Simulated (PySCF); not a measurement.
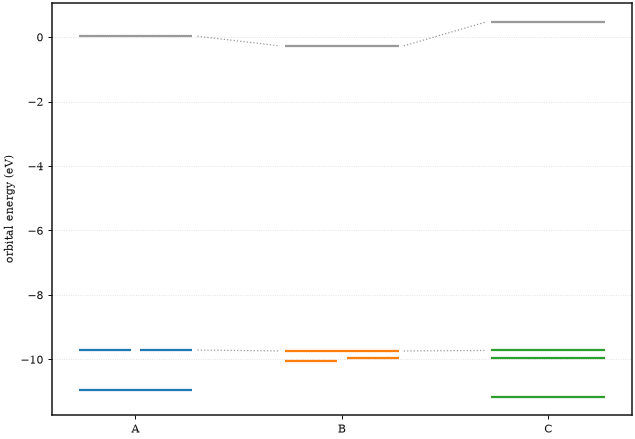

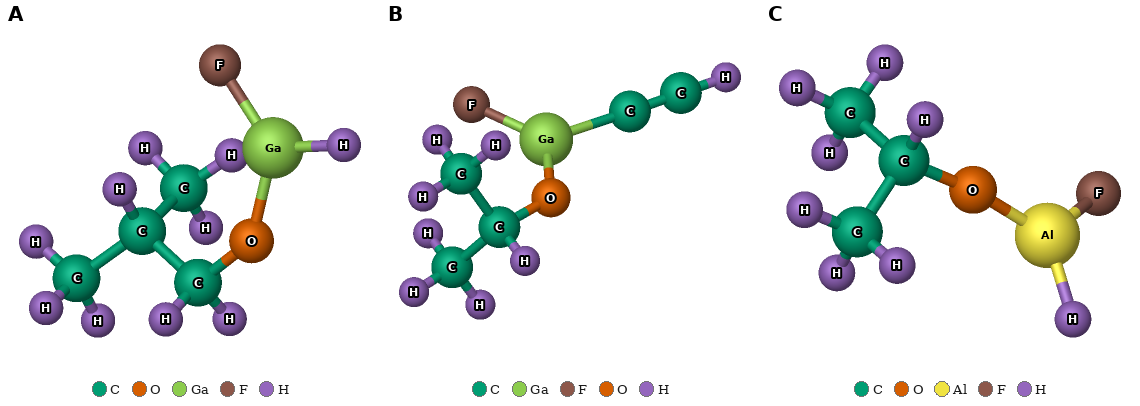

Related molecules: A is C₄H₁₀FGaO, SMILES CC(C)C[O][GaH][F], singlet; B is C₅H₈FGaO, SMILES C#[C][Ga]([F])[O]C(C)C, singlet; C is C₃H₈AlFO, SMILES CC(C)[O][AlH][F], singlet. Frontier orbital energies, CAM-B3LYP/def2-SVPD, PySCF 2.14.0, at a GFN2-xTB geometry (no frequency check); drawn are at most three filled levels and, in grey, the LUMO with any level within 0.03 eV of it; dotted lines join the HOMOs and the LUMOs.

> What does the change do to the frontier levels?

From A to B the HOMO hardly moves and the LUMO falls by 0.30 eV, so the separation goes from 9.74 to 9.47 eV. From A to C the HOMO hardly moves and the LUMO rises by 0.45 eV, so the separation goes from 9.74 to 10.19 eV.

Limits of at least one run: empty levels above zero depend strongly on the basis; one conformer of a flexible molecule; the tight-binding geometry is rougher than a DFT one and adds to the error.
